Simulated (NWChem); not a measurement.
**SnS (SMILES [S][Sn]): levels of theory compared**

We compute a comparison of 6 runs (HF/def2-SVP, CAM-B3LYP/def2-TZVP, BP86/3-21G, PBE0/def2-SVP, TPSS/def2-TZVP, CCSD(T)/def2-TZVP) of SnS. 

The results are computed with NWChem 7.3.0.

**1. The system as given**

The species is SnS (2 atoms), meant as a singlet with charge 0. SMILES: `[S][Sn]`. Geometry: the measured bond length.

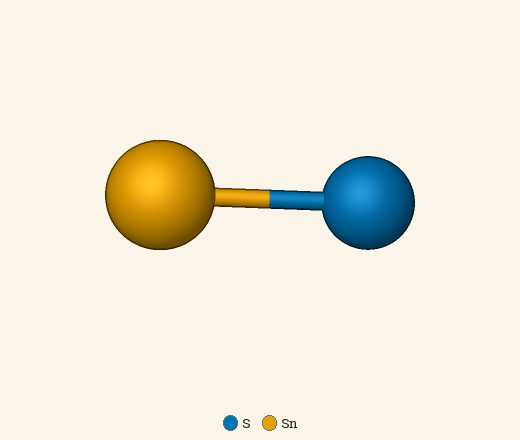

The structure, seen from a chosen angle (sulfur blue, tin amber).

**2. Energy and forces at HF/def2-SVP (core potential) (run 1)**

a.xyz

```xyz
2
SSn gradient
S      0.000000     0.000000     0.000000
Sn     0.000000     0.000000     2.209026
```

run.py

```python
from ase.io import read
from ase.calculators.nwchem import NWChem

atoms = read('a.xyz')

calc = NWChem(
    label='a',
    theory='scf',
    memory='2200 mb',
    basis='def2-SVP',
    basispar='spherical bse',
    scf={'nopen': '0', 'rhf': None, 'thresh': '1e-08', 'maxiter': '80'},
    **{'ecp bse': {'Sn library': 'def2-SVP'}},
)
atoms.calc = calc

forces = atoms.get_forces()
print(f"energy = {atoms.get_potential_energy():.6f} eV")
print("forces (eV/A):")
for s, f in zip(atoms.symbols, forces):
    print(f"{s:2s} {f[0]:10.5f} {f[1]:10.5f} {f[2]:10.5f}")
print("dipole (e A):", atoms.get_dipole_moment().round(4))
```

On the command line:

```console
export ASE_NWCHEM_COMMAND="nwchem PREFIX.nwi > PREFIX.nwo"
python run.py
```

Standard output:

```text
energy = -16620.472764 eV
forces (eV/A):
S    -0.00000   -0.00000    0.26667
Sn    0.00000    0.00000   -0.26667
dipole (e A): [0.    0.    0.797]
```

The calculator wrote a.nwi:

```
title "a"

permanent_dir a

scratch_dir a

start a

geometry units angstrom nocenter noautosym noautoz
  S  0.0000000000000000e+00 0.0000000000000000e+00 0.0000000000000000e+00
  Sn 0.0000000000000000e+00 0.0000000000000000e+00 2.2090260000000002e+00
end

memory 2200 mb

basis spherical bse noprint
   * library def2-SVP
end

scf
  nopen 0
  rhf
  thresh 1e-08
  maxiter 80
end
ecp bse
  Sn library def2-SVP
end

task scf gradient
```

a.nwo:

```text
Northwest Computational Chemistry Package (NWChem) 7.3.0
             --------------------------------------------------------

           Job information
           ---------------

    nwchem branch   = 7.3.0
    use scalapack   = T
    input           = a.nwi
    prefix          = a.
    data base       = a/a.db
    status          = startup
    nproc           =        1

           Memory information
           ------------------

    heap     =     72089596 doubles =      550.0 Mbytes
    stack    =     72089601 doubles =      550.0 Mbytes
    global   =    144179200 doubles =     1100.0 Mbytes (distinct from heap & stack)
    total    =    288358397 doubles =     2200.0 Mbytes
    verify   = yes
    hardfail = no

[... 105 lines left out ...]
 Convergence threshold     :          1.000E-08
[... 12 lines left out ...]
       Final RHF  results
[... 3 lines left out ...]
      One-electron energy =  -1094.402739355138
[... 1 line left out ...]
 Nuclear repulsion energy =     84.322407996960
[... 37 lines left out ...]
                       ROHF Final Molecular Orbital Analysis
[... 179 lines left out ...]
                              NWChem Gradients Module
                              -----------------------

                                         a

  wavefunction    =   RHF

                         RHF ENERGY GRADIENTS

    atom               coordinates                        gradient
                 x          y          z           x          y          z
   1 S       0.000000   0.000000   0.000000    0.000000   0.000000  -0.005186
   2 Sn      0.000000   0.000000   4.174454   -0.000000  -0.000000   0.005186

                 ----------------------------------------
                 |  Time  |  1-e(secs)   |  2-e(secs)   |
                 ----------------------------------------
                 |  CPU   |       0.00   |       0.67   |
                 ----------------------------------------
                 |  WALL  |       0.00   |       0.67   |
                 ----------------------------------------

 Task  times  cpu:        4.7s     wall:        4.7s
 Total times  cpu:        4.7s     wall:        4.7s
```

Run time: 5.7 s. Hardware: 1 thread of Intel Xeon 6975P-C (Granite Rapids), shared host; peak memory 0.096 GiB.

**3. Energy and forces at CAM-B3LYP/def2-TZVP (core potential) (run 2)**

nw.nw

```
start nw
memory total 2200 mb

geometry units angstroms noautosym nocenter noautoz
 S     0.000000    0.000000    0.000000
 Sn    0.000000    0.000000    2.209026
end

basis spherical bse
 * library def2-TZVP
end

ecp bse
 Sn library def2-TZVP
end

dft
 xc xcamb88 1.00 lyp 0.81 vwn_5 0.19 hfexch 1.00
 cam 0.33 cam_alpha 0.19 cam_beta 0.46
 grid xfine
 convergence energy 1e-08
 direct
 maxiter 100
 mulliken
 print low
end

task dft gradient
```

On the command line:

```console
nwchem nw.nw > nw.out
```

Standard output:

```text
[...]
 d= 0,ls=0.0,diis     1   -612.4469724281 -6.97D+02  2.10D-02  7.41D-01     4.0
[...]
 d= 0,ls=0.0,diis    10   -612.5394378281 -5.91D-09  2.11D-06  1.40D-08    34.5
         Total DFT energy =     -612.539437828149
      One electron energy =    -1094.983323575183
           Coulomb energy =      441.847005994871
    Exchange-Corr. energy =      -43.725528244798
 Nuclear repulsion energy =       84.322407996961
[...]
      Total Density - Mulliken Population Analysis
     ---------------------------------------------
    Atom       Charge   Shell Charges
 -----------   ------   -------------------------------------------------------
    1 S   16    16.46   2.01  0.47  1.49  1.13  0.76  4.19  1.66  0.94  2.29  1.48  0.01  0.04  0.00
    2 Sn  22    21.54   0.30 -0.80  1.61  0.90  1.19  0.71 -0.40  6.36  0.59  0.73  0.22  8.85  1.13  0.12  0.00  0.02
[...]
                         DFT ENERGY GRADIENTS
    atom               coordinates                        gradient
                 x          y          z           x          y          z
   1 S       0.000000   0.000000   0.000000    0.000000  -0.000000  -0.006676
   2 Sn      0.000000   0.000000   4.174454   -0.000000   0.000000   0.006676
 Task  times  cpu:       57.3s     wall:       57.3s
 Total times  cpu:       57.3s     wall:       57.3s
```

It took 58 s on 1 thread of Intel Xeon 6975P-C (Granite Rapids), shared host; peak memory 0.16 GiB.

Runs 3 to 5 aren't shown in full; the table further down has their settings and results.

**4. The energy at CCSD(T)/def2-TZVP (core potential) (run 6)**

a.nw

```
start a
title "SSn"
memory stack 880 mb heap 220 mb global 1100 mb

geometry units angstroms noautosym nocenter noautoz
  S        0.000000       0.000000       0.000000
  Sn       0.000000       0.000000       2.209026
end

basis "ao basis" spherical bse
  * library def2-TZVP
end

ecp bse
  Sn library def2-TZVP
end

scf
  nopen 0
  rhf
  thresh 1e-08
  maxiter 80
  print medium
end

ccsd
  freeze core 9
  maxiter 60
end

task ccsd(t) energy
```

On the command line:

```console
nwchem a.nw > a.out
```

Standard output:

```text
[...]
  functions       =    87
[...]
  wavefunction    = RHF
[...]
         Total SCF energy =   -610.937483409083
      One-electron energy =  -1094.579579503284
      Two-electron energy =    399.319688097241
 Nuclear repulsion energy =     84.322407996961
        Time for solution =     16.5s
[...]
 Total MP2 energy:           -611.406472062360308
[...]
             energy      energy      error      ampl     ampl      Block
                                                time     time      time
[...]
 Total CCSD energy:           -611.407404765144406
[...]
 Total CCSD+T(CCSD) energy:           -611.432550961881475
[...]
 Total CCSD(T) energy:                -611.430425019637823
[...]
```

It took 90 s on 1 thread of Intel Xeon 6975P-C (Granite Rapids), shared host; peak memory 0.22 GiB.

**5. All runs side by side**

| run | level | core potential | iteration cap | energy (Eh) | dipole moment (D) | HOMO energy (eV) | LUMO energy (eV) | wall time |
| --- | --- | --- | --- | --- | --- | --- | --- | --- |
| 1 | HF/def2-SVP (core potential) | def2-SVP | 80 | -610.791113 | 3.83 | -9.43 | 0.32 | 5.7 s |
| 2 | CAM-B3LYP/def2-TZVP (core potential) | def2-TZVP | 100 | -612.539438 | – | – | – | 58 s |
| 3 | BP86/3-21G | – | 100 | -6395.627210 | 3.24 | -6.47 | -3.31 | 4.8 s |
| 4 | PBE0/def2-SVP (core potential) | def2-SVP | 100 | -612.270455 | 3.11 | -7.28 | -2.37 | 7.5 s |
| 5 | TPSS/def2-TZVP (core potential) | def2-TZVP | 100 | -612.486963 | 3.18 | -6.38 | -3.09 | 29 s |
| 6 | CCSD(T)/def2-TZVP (core potential) | def2-TZVP | 80 | -611.430425 | – | -9.50 | 0.08 | 90 s |

**6. What came out**

| quantity | value |
| --- | --- |
| run 6: total energy | -611.43043 Eh |
| run 6: HOMO energy (Hartree–Fock orbitals) | -9.50 eV |
| run 6: LUMO energy (Hartree–Fock orbitals) | 0.08 eV |
| run 6: HOMO–LUMO gap (Hartree–Fock orbitals) | 9.58 eV |
| run 6: correlation energy (9 core orbitals frozen) | -492.9 mEh |
| run 6: (T) correction | -23.02 mEh |

What this shows: Over runs 1, 3, 4, 5 the dipole moment (its size) runs from 3.11 D (PBE0/def2-SVP) to 3.83 D (HF/def2-SVP). Over runs 1, 3, 4, 5 the HOMO–LUMO gap runs from 3.16 eV (BP86/3-21G) to 9.75 eV (HF/def2-SVP). The two ends differ in method and basis and core potential. Totals of different functionals can't be ranked against each other. Some runs of one species differ in core potentials or relativity; totals across that change don't compare. In run 3 relativity is left out where basis or elements ask for it. All runs together took 3.3 min, the longest 90 s.
